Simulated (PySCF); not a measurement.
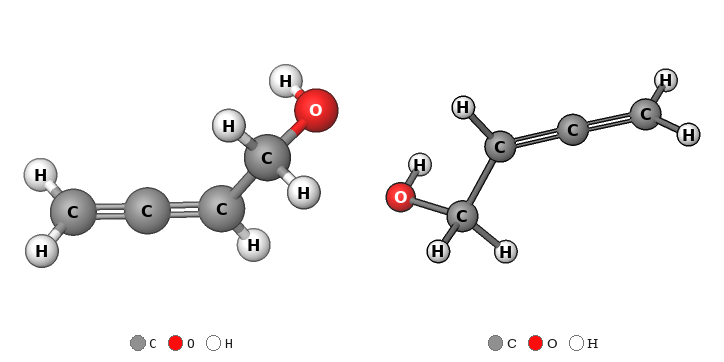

Two views of one molecule.

The geometry was computed by an optimisation with PBE0-D3(BJ)/def2-SVP. No frequency run is at hand to confirm it as a minimum.

Question: Count the atoms of each element.

Answer: C4H6O, 11 atoms: 4 carbon, 6 hydrogen and 1 oxygen.

Question: What is the point group of this geometry?

Answer: C1.

More results for the same structure follow; atom numbers are the same in all pictures, views and colours differ.

## Geometry

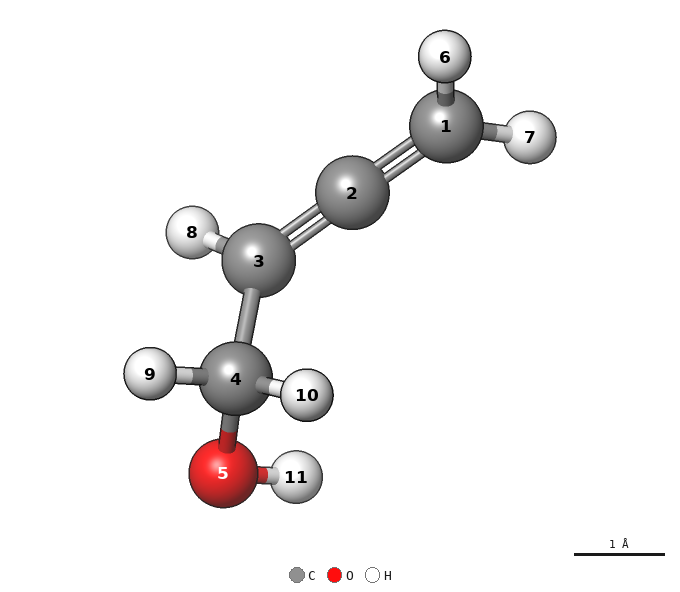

The atoms are numbered. No frequency run is at hand to confirm it as a minimum.

Question: How are the neighbours of atom 2 arranged?

Answer: C2 has 2 neighbours (C1 at 1.31, C3 at 1.31 Å); the arrangement is linear.

Question: Describe the coordination of atom 3.

Answer: C3 has 3 neighbours (C2 at 1.31, C4 at 1.51, H8 at 1.10 Å); the arrangement is trigonal planar.

Question: What is the geometry at C4?

Answer: C4 has 4 neighbours (C3 at 1.51, O5 at 1.40, H9 at 1.10, H10 at 1.11 Å); the arrangement is tetrahedral.

Question: How are the neighbours of atom 5 arranged?

Answer: O5 has 2 neighbours (C4 at 1.40, H11 at 0.96 Å); the arrangement is bent.

Question: What is the dihedral angle C2–C3–C4–O5?

Answer: 123° in size, that is anticlinal.

## Quadrupole coupling

No frequency run is at hand to confirm it as a minimum. Electric field gradients from the ground-state density, PBE0/pcSseg-1 (PySCF 2.14.0), non-relativistic apart from any core potentials.

Give the largest field-gradient component, the quadrupole coupling constant and the asymmetry for 17O at O5 (Q = −25.6 mb), 2H at H6 (Q = 2.86 mb), 2H at H7 (Q = 2.86 mb), 2H at H8 (Q = 2.86 mb), 2H at H9 (Q = 2.86 mb).

```
atom  V_zz (a.u.)  e²qQ/h (MHz)     η
  O5       −1.966         11.83  0.92
  H6        0.305         0.205  0.06
  H7        0.305         0.205  0.06
  H8        0.298         0.200  0.07
  H9        0.277         0.186  0.05
```

## Dipole moment

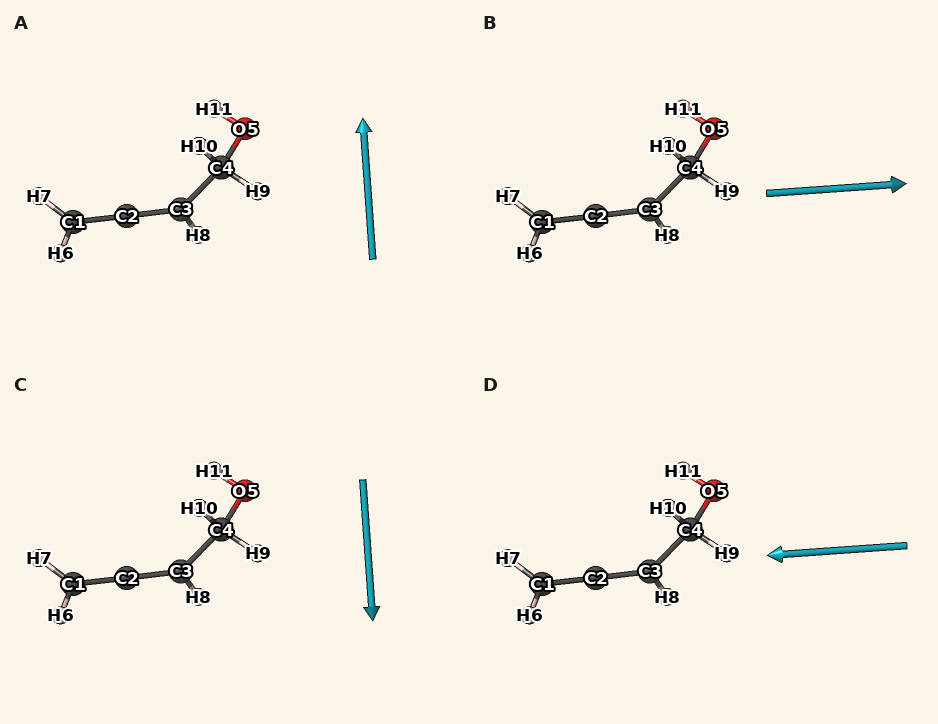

The same molecule four times, each with an arrow. No frequency run is at hand to confirm it as a minimum. Method: B3LYP/pcJ-1, gas phase (PySCF 2.14.0).

Question: Which arrow points along the dipole moment, from the negative to the positive end?

Answer: D. The dipole moment is 1.60 D; it points from the side of O5, H9 to the side of H7 (the outermost atoms at the two ends).

## Excitation

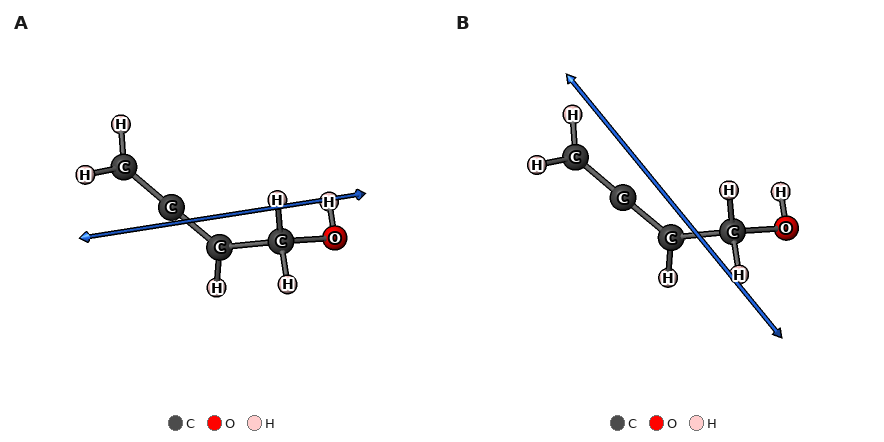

The double arrows show the directions of two transition dipoles from the ground state (lengths mean nothing). No frequency run is at hand to confirm it as a minimum. Method: TDDFT ωB97X-D/def2-SVPD, vertical, gas phase, core orbitals frozen in the response (PySCF 2.14.0).

Question: One belongs to singlet state 4 and one to singlet state 9. Which is which?

Answer: A: state 4, 7.40 eV (168 nm), oscillator strength 0.025, mainly HOMO → LUMO+2 (weight 0.63).
B: state 9, 8.41 eV (147 nm), oscillator strength 0.042, of mixed character, with the largest part HOMO−2 → LUMO+1 (weight 0.41).
